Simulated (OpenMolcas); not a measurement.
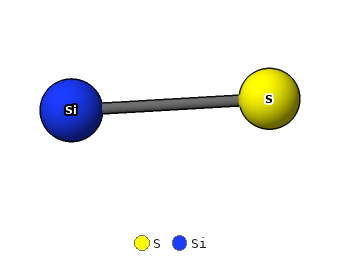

The molecule at the reference distance of 2.098 Å.

## Relativistic diatomic calculation for SSi⁺ (part 1 of 2)

- system: SSi⁺.
- method: SA-CASSCF(7,7)/XMS-CASPT2 + RASSI spin-orbit (X2C scalar, AMFI), ANO-RCC-VTZP (OpenMolcas)

Input:
```
&GATEWAY
Coord
2
angstrom
S 0.0 0.0 0.0
Si 0.0 0.0 2.0980
Basis=ANO-RCC-VTZP
Group=XY
RX2C
AMFI
ANGMom
0.0 0.0 0.0
RICD
&SEWARD
&GUESSORB
&RASSCF
FileOrb=$CurrDir/o22.orb
Symmetry=2
Spin=2
nActEl=7 0 0
Inactive=7 4
RAS2=3 4
CIRoot=8 8 1
Linear
Iterations=120 100
OrbListing=Nothing
PRWF=0.15
>>COPY $Project.RasOrb $CurrDir/o22.orb
>>COPY $Project.rasscf.h5 $CurrDir/r22.h5
&CASPT2
XMultistate=all
Imaginary=0.2
IPEA=0.25
MaxIter=40
>>COPY $Project.JobMix JOB001
&RASSCF
FileOrb=$CurrDir/o21.orb
Symmetry=1
Spin=2
nActEl=7 0 0
Inactive=7 4
RAS2=3 4
CIRoot=7 7 1
Linear
Iterations=120 100
OrbListing=Nothing
PRWF=0.15
>>COPY $Project.RasOrb $CurrDir/o21.orb
>>COPY $Project.rasscf.h5 $CurrDir/r21.h5
&CASPT2
XMultistate=all
Imaginary=0.2
IPEA=0.25
MaxIter=40
>>COPY $Project.JobMix JOB002
&RASSCF
FileOrb=$CurrDir/o41.orb
Symmetry=1
Spin=4
nActEl=7 0 0
Inactive=7 4
RAS2=3 4
CIRoot=5 5 1
Linear
Iterations=120 100
OrbListing=Nothing
PRWF=0.15
>>COPY $Project.RasOrb $CurrDir/o41.orb
>>COPY $Project.rasscf.h5 $CurrDir/r41.h5
&CASPT2
XMultistate=all
Imaginary=0.2
IPEA=0.25
MaxIter=40
>>COPY $Project.JobMix JOB003
&RASSCF
FileOrb=$CurrDir/o42.orb
Symmetry=2
Spin=4
nActEl=7 0 0
Inactive=7 4
RAS2=3 4
CIRoot=2 2 1
Linear
Iterations=120 100
OrbListing=Nothing
PRWF=0.15
>>COPY $Project.RasOrb $CurrDir/o42.orb
>>COPY $Project.rasscf.h5 $CurrDir/r42.h5
&CASPT2
XMultistate=all
Imaginary=0.2
IPEA=0.25
MaxIter=40
>>COPY $Project.JobMix JOB004
&RASSCF
FileOrb=$CurrDir/o61.orb
Symmetry=1
Spin=6
nActEl=7 0 0
Inactive=7 4
RAS2=3 4
CIRoot=1 1 1
Linear
Iterations=120 100
OrbListing=Nothing
PRWF=0.15
>>COPY $Project.RasOrb $CurrDir/o61.orb
>>COPY $Project.rasscf.h5 $CurrDir/r61.h5
&CASPT2
XMultistate=all
Imaginary=0.2
IPEA=0.25
MaxIter=40
>>COPY $Project.JobMix JOB005
&RASSI
Nr of JobIphs=5 8 7 5 2 1
1 2 3 4 5 6 7 8
1 2 3 4 5 6 7
1 2 3 4 5
1 2
1
SpinOrbit
EJob
Omega
MEES
MESO
Properties=4
'AngMom' 3 'Mltpl  1' 1 'Mltpl  1' 2 'Mltpl  1' 3
Thrs=1.0d-4
>>COPY $Project.rassi.h5 $CurrDir/so.h5
```

The first orbital files come from an earlier step.

Hardware: 1 thread of Intel Xeon @ 2.90GHz (Ice Lake), 64 GiB of memory available, shared host.

Run as:
```bash
pymolcas m.inp (one call a module block, same work directory)
```

The program's output (extracts):
```
++    Wave function specifications:
      Number of closed shell electrons          22
      Number of electrons in active shells       7
      Number of inactive orbitals               11
      Number of active orbitals                  7
      Number of secondary orbitals              50
      Spin quantum number                      0.5
      State symmetry                             2
++    Orbital specifications:
      Symmetry species                           1   2
                                                 a   b
      Frozen orbitals                            0   0
      Inactive orbitals                          7   4
      Active orbitals                            3   4
      RAS2 orbitals                              3   4
      Secondary orbitals                        26  24
      Number of basis functions                 36  32
      printout of CI-coefficients larger than  0.15 for root  1
      energy=    -687.906200
      conf/sym  111 2222     Coeff  Weight
            77  022 u200   0.94373 0.89063
      printout of CI-coefficients larger than  0.15 for root  2
      energy=    -687.906200
      conf/sym  111 2222     Coeff  Weight
            20  022 2u00   0.94373 0.89063
      printout of CI-coefficients larger than  0.15 for root  3
      energy=    -687.754174
      conf/sym  111 2222     Coeff  Weight
            21  022 20u0  -0.36915 0.13627
            81  022 ud0u   0.36581 0.13381
            83  022 uu0d   0.77872 0.60641
      printout of CI-coefficients larger than  0.15 for root  4
      energy=    -687.754174
      conf/sym  111 2222     Coeff  Weight
            78  022 udu0   0.36581 0.13381
            79  022 uud0  -0.77872 0.60641
           155  022 020u  -0.36915 0.13627
      printout of CI-coefficients larger than  0.15 for root  5
      energy=    -687.727410
      conf/sym  111 2222     Coeff  Weight
            22  022 200u  -0.26653 0.07104
           179  020 220u   0.83746 0.70134
           180  020 2udu  -0.23373 0.05463
      printout of CI-coefficients larger than  0.15 for root  6
      energy=    -687.727410
      conf/sym  111 2222     Coeff  Weight
           153  022 02u0   0.26653 0.07104
           177  020 22u0  -0.83746 0.70134
           291  020 u2du   0.21112 0.04457
      printout of CI-coefficients larger than  0.15 for root  7
      energy=    -687.724443
      conf/sym  111 2222     Coeff  Weight
            21  022 20u0  -0.15088 0.02277
            22  022 200u   0.45989 0.21150
            78  022 udu0  -0.65039 0.42300
            81  022 ud0u  -0.21338 0.04553
           153  022 02u0   0.15088 0.02277
           155  022 020u  -0.45990 0.21150
      printout of CI-coefficients larger than  0.15 for root  8
      energy=    -687.724443
      conf/sym  111 2222     Coeff  Weight
            21  022 20u0  -0.45990 0.21150
            22  022 200u  -0.15088 0.02277
            78  022 udu0   0.21338 0.04553
            81  022 ud0u  -0.65039 0.42300
           153  022 02u0   0.45989 0.21150
           155  022 020u   0.15088 0.02277
      Natural orbitals and occupation numbers for root  1
      sym 1:   0.034048   1.974290   1.929715
      sym 2:   0.993160   1.952030   0.069164   0.047593
      Natural orbitals and occupation numbers for root  2
      sym 1:   0.034048   1.974290   1.929715
      sym 2:   1.952030   0.993160   0.047593   0.069164
      Natural orbitals and occupation numbers for root  3
      sym 1:   0.028551   1.976346   1.923784
      sym 2:   1.206662   0.879908   0.225304   0.759444
      Natural orbitals and occupation numbers for root  4
      sym 1:   0.028551   1.976346   1.923784
      sym 2:   0.879908   1.206662   0.759444   0.225304
      Natural orbitals and occupation numbers for root  5
      sym 1:   0.011360   1.856739   0.338991
      sym 2:   1.933876   1.737410   0.123177   0.998446
      Natural orbitals and occupation numbers for root  6
      sym 1:   0.011360   1.856739   0.338991
      sym 2:   1.737410   1.933876   0.998446   0.123177
      Natural orbitals and occupation numbers for root  7
      sym 1:   0.017982   1.990916   1.937784
      sym 2:   1.000348   1.000354   0.526308   0.526308
      Natural orbitals and occupation numbers for root  8
      sym 1:   0.017982   1.990916   1.937784
      sym 2:   1.000354   1.000348   0.526308   0.526308
      RASSCF energy for state  8                   -687.72444322
::    RASSCF root number  1 Total energy:   -687.90620032
::    RASSCF root number  2 Total energy:   -687.90620032
::    RASSCF root number  3 Total energy:   -687.75417403
::    RASSCF root number  4 Total energy:   -687.75417403
::    RASSCF root number  5 Total energy:   -687.72740992
::    RASSCF root number  6 Total energy:   -687.72740992
::    RASSCF root number  7 Total energy:   -687.72444322
::    RASSCF root number  8 Total energy:   -687.72444322
      Von Neumann Entropy (Root   1) =  1.00014
++    Wave function specifications:
      Number of closed shell electrons           8
      Number of electrons in active shells       7
      Number of inactive orbitals                4
      Number of active orbitals                  7
      Number of secondary orbitals              50
      Spin quantum number                      0.5
      State symmetry                             2
      Number of CSFs                           392
      Number of CASSCF root(s) available         8
      CASPT2 state passed to geometry opt.       8
      A file JOBMIX will be created
      This is a MULTI-STATE CASSCF reference
      Number of CI roots used                    8
      These are:                                 1   2   3   4   5   6   7   8
      Off-diagonal elements of Heff are computed
  FINAL CASPT2 RESULT:
      Reference energy:        -687.9062003246
      E2 (Non-variational):      -0.2010821431
      Shift correction:          -0.0023117737
      E2 (Variational):          -0.2033939169
      Total energy:            -688.1095942414
      Reference weight:           0.91340
  FINAL CASPT2 RESULT:
      Reference energy:        -687.9062003245
      E2 (Non-variational):      -0.2010821432
      Shift correction:          -0.0023117738
      E2 (Variational):          -0.2033939170
      Total energy:            -688.1095942414
      Reference weight:           0.91340
  FINAL CASPT2 RESULT:
      Reference energy:        -687.7541740341
      E2 (Non-variational):      -0.1964970290
      Shift correction:          -0.0027799560
      E2 (Variational):          -0.1992769850
      Total energy:            -687.9534510191
      Reference weight:           0.91184
  FINAL CASPT2 RESULT:
      Reference energy:        -687.7541740340
      E2 (Non-variational):      -0.1964970292
      Shift correction:          -0.0027799560
      E2 (Variational):          -0.1992769852
      Total energy:            -687.9534510192
      Reference weight:           0.91184
  FINAL CASPT2 RESULT:
      Reference energy:        -687.7274099177
      E2 (Non-variational):      -0.2107834262
      Shift correction:          -0.0041190617
      E2 (Variational):          -0.2149024880
      Total energy:            -687.9423124056
      Reference weight:           0.89706
  FINAL CASPT2 RESULT:
      Reference energy:        -687.7274099174
      E2 (Non-variational):      -0.2107834264
      Shift correction:          -0.0041190618
      E2 (Variational):          -0.2149024882
      Total energy:            -687.9423124056
      Reference weight:           0.89706
  FINAL CASPT2 RESULT:
      Reference energy:        -687.7244432234
      E2 (Non-variational):      -0.1964361032
      Shift correction:          -0.0023638649
      E2 (Variational):          -0.1987999681
      Total energy:            -687.9232431915
      Reference weight:           0.91610
  FINAL CASPT2 RESULT:
      Reference energy:        -687.7244432234
      E2 (Non-variational):      -0.1964361032
      Shift correction:          -0.0023638649
      E2 (Variational):          -0.1987999681
      Total energy:            -687.9232431915
      Reference weight:           0.91610
       Total XMS-CASPT2 energies:
::    XMS-CASPT2 Root  1     Total energy:   -688.10878087
::    XMS-CASPT2 Root  2     Total energy:   -688.10878087
::    XMS-CASPT2 Root  3     Total energy:   -687.95463550
::    XMS-CASPT2 Root  4     Total energy:   -687.95463550
::    XMS-CASPT2 Root  5     Total energy:   -687.94213020
::    XMS-CASPT2 Root  6     Total energy:   -687.94213020
::    XMS-CASPT2 Root  7     Total energy:   -687.92305429
::    XMS-CASPT2 Root  8     Total energy:   -687.92305429
++    Wave function specifications:
      Number of closed shell electrons          22
      Number of electrons in active shells       7
      Number of inactive orbitals               11
      Number of active orbitals                  7
      Number of secondary orbitals              50
      Spin quantum number                      0.5
      State symmetry                             1
      printout of CI-coefficients larger than  0.15 for root  1
      energy=    -687.897079
      conf/sym  111 2222     Coeff  Weight
            85  02u 2200  -0.86664 0.75107
            86  02u 2du0   0.17413 0.03032
            87  02u 2ud0   0.20631 0.04256
           155  02u d20u  -0.17413 0.03032
           227  02u u20d  -0.20631 0.04256
      printout of CI-coefficients larger than  0.15 for root  2
      energy=    -687.786126
      conf/sym  111 2222     Coeff  Weight
            86  02u 2du0  -0.52650 0.27720
           112  0u2 2200  -0.47523 0.22584
           155  02u d20u   0.52650 0.27720
      printout of CI-coefficients larger than  0.15 for root  3
      energy=    -687.768429
      conf/sym  111 2222     Coeff  Weight
            89  02u 2d0u  -0.48937 0.23948
            91  02u 2u0d  -0.47649 0.22704
           153  02u d2u0  -0.48937 0.23948
           224  02u u2d0  -0.47649 0.22704
      printout of CI-coefficients larger than  0.15 for root  4
      energy=    -687.767728
      conf/sym  111 2222     Coeff  Weight
            89  02u 2d0u  -0.54149 0.29321
            91  02u 2u0d  -0.40950 0.16769
           153  02u d2u0   0.54149 0.29321
           224  02u u2d0   0.40950 0.16769
      printout of CI-coefficients larger than  0.15 for root  5
      energy=    -687.767728
      conf/sym  111 2222     Coeff  Weight
            86  02u 2du0   0.54149 0.29321
            87  02u 2ud0   0.40950 0.16769
           155  02u d20u   0.54149 0.29321
           227  02u u20d   0.40950 0.16769
      printout of CI-coefficients larger than  0.15 for root  6
      energy=    -687.738639
      conf/sym  111 2222     Coeff  Weight
            89  02u 2d0u  -0.40628 0.16507
            91  02u 2u0d   0.52509 0.27572
           153  02u d2u0   0.40628 0.16507
           224  02u u2d0  -0.52509 0.27572
      printout of CI-coefficients larger than  0.15 for root  7
      energy=    -687.738639
      conf/sym  111 2222     Coeff  Weight
            86  02u 2du0  -0.40628 0.16507
            87  02u 2ud0   0.52509 0.27572
           155  02u d20u  -0.40628 0.16507
           227  02u u20d   0.52509 0.27572
      Natural orbitals and occupation numbers for root  1
      sym 1:   0.034637   1.925490   1.020447
      sym 2:   1.912012   1.912012   0.097701   0.097701
      Natural orbitals and occupation numbers for root  2
      sym 1:   0.043778   1.654220   1.286945
      sym 2:   1.600692   1.600692   0.406836   0.406836
      Natural orbitals and occupation numbers for root  3
      sym 1:   0.032624   1.946038   1.006850
      sym 2:   1.493396   1.493396   0.513847   0.513847
      Natural orbitals and occupation numbers for root  4
      sym 1:   0.031904   1.949404   1.003498
      sym 2:   1.494181   1.494181   0.513416   0.513416
      Natural orbitals and occupation numbers for root  5
      sym 1:   0.031904   1.949404   1.003498
      sym 2:   1.494181   1.494181   0.513416   0.513416
      Natural orbitals and occupation numbers for root  6
      sym 1:   0.041824   1.917276   1.016437
      sym 2:   1.491527   1.491527   0.520705   0.520705
      Natural orbitals and occupation numbers for root  7
      sym 1:   0.041824   1.917276   1.016437
      sym 2:   1.491527   1.491527   0.520705   0.520705
      RASSCF energy for state  7                   -687.73863909
::    RASSCF root number  1 Total energy:   -687.89707865
::    RASSCF root number  2 Total energy:   -687.78612599
::    RASSCF root number  3 Total energy:   -687.76842916
::    RASSCF root number  4 Total energy:   -687.76772839
::    RASSCF root number  5 Total energy:   -687.76772839
::    RASSCF root number  6 Total energy:   -687.73863909
::    RASSCF root number  7 Total energy:   -687.73863909
      Von Neumann Entropy (Root   1) =  1.19904
++    Wave function specifications:
      Number of closed shell electrons           8
      Number of electrons in active shells       7
      Number of inactive orbitals                4
      Number of active orbitals                  7
      Number of secondary orbitals              50
      Spin quantum number                      0.5
      State symmetry                             1
      Number of CSFs                           392
      Number of CASSCF root(s) available         7
      CASPT2 state passed to geometry opt.       7
      A file JOBMIX will be created
      This is a MULTI-STATE CASSCF reference
      Number of CI roots used                    7
      These are:                                 1   2   3   4   5   6   7
      Off-diagonal elements of Heff are computed
  FINAL CASPT2 RESULT:
      Reference energy:        -687.8970786470
      E2 (Non-variational):      -0.1994979238
      Shift correction:          -0.0023032050
      E2 (Variational):          -0.2018011287
      Total energy:            -688.0988797757
      Reference weight:           0.91363
  FINAL CASPT2 RESULT:
      Reference energy:        -687.7861259915
      E2 (Non-variational):      -0.1864568564
      Shift correction:          -0.0025871778
      E2 (Variational):          -0.1890440342
      Total energy:            -687.9751700257
      Reference weight:           0.91786
  FINAL CASPT2 RESULT:
      Reference energy:        -687.7684291645
      E2 (Non-variational):      -0.1934975033
      Shift correction:          -0.0024245496
      E2 (Variational):          -0.1959220529
      Total energy:            -687.9643512174
      Reference weight:           0.91640
  FINAL CASPT2 RESULT:
      Reference energy:        -687.7677283927
      E2 (Non-variational):      -0.1925787536
      Shift correction:          -0.0025064632
      E2 (Variational):          -0.1950852169
      Total energy:            -687.9628136095
      Reference weight:           0.91672
  FINAL CASPT2 RESULT:
      Reference energy:        -687.7677283927
      E2 (Non-variational):      -0.1923002068
      Shift correction:          -0.0024978584
      E2 (Variational):          -0.1947980652
      Total energy:            -687.9625264578
      Reference weight:           0.91698
  FINAL CASPT2 RESULT:
      Reference energy:        -687.7386390923
      E2 (Non-variational):      -0.1963831589
      Shift correction:          -0.0027072616
      E2 (Variational):          -0.1990904205
      Total energy:            -687.9377295129
      Reference weight:           0.91301
  FINAL CASPT2 RESULT:
      Reference energy:        -687.7386390923
      E2 (Non-variational):      -0.1961995107
      Shift correction:          -0.0026928285
      E2 (Variational):          -0.1988923392
      Total energy:            -687.9375314315
      Reference weight:           0.91325
       Total XMS-CASPT2 energies:
::    XMS-CASPT2 Root  1     Total energy:   -688.09674717
::    XMS-CASPT2 Root  2     Total energy:   -687.97730263
::    XMS-CASPT2 Root  3     Total energy:   -687.96435122
::    XMS-CASPT2 Root  4     Total energy:   -SPIN-FREE ENERGIES:
  (Shifted by EMIN (a.u.) =       -688.1087808732)
 SF State       Relative EMIN(au)   Rel lowest level(eV)    D:o, cm**(-1)      Abs_M
     1             0.0000000000        0.0000000000              0.0000         1.0
     2             0.0000000000        0.0000000000              0.0000         1.0
     9             0.0120336984        0.3274536164           2641.0915         0.0
    16             0.1043193803        2.8386749513          22895.4575         0.0
    17             0.1207880236        3.2868095647          26509.9070         2.0
    18             0.1208845655        3.2894366041          26531.0955         2.0
    10             0.1314782465        3.5777053488          28856.1397         0.0
    19             0.1322977505        3.6000051894          29036.0000         0.0
    21             0.1327433833        3.6121314732          29133.8051         1.0
    22             0.1327433833        3.6121314732          29133.8051         1.0
    11             0.1444296558        3.9301311492          31698.6455         0.0
    12             0.1456949549        3.9645616920          31976.3465         2.0
    13             0.1459157425        3.9705696295          32024.8038         2.0
     4             0.1541453740        4.1945093089          33830.9991         1.0
     3             0.1541453740        4.1945093089          33830.9991         1.0
     5             0.1666506747        4.5347958767          36575.5954         1.0
     6             0.1666506747        4.5347958767          36575.5954         1.0
    14             0.1713236562        4.6619541831          37601.1963         2.0
    15             0.1715881273        4.6691508062          37659.2410         2.0
     8             0.1857265863        5.0538778760          40762.2741         3.0
     7             0.1857265863        5.0538778760          40762.2741         3.0
    23             0.2254085984        6.1336804348          49471.4690         0.0
    20             0.2420620660        6.5868443728          53126.4827         0.0
```

(Continued in part 2.) Outcome of the run: converged; components of a degenerate state are split by 58 cm⁻¹.
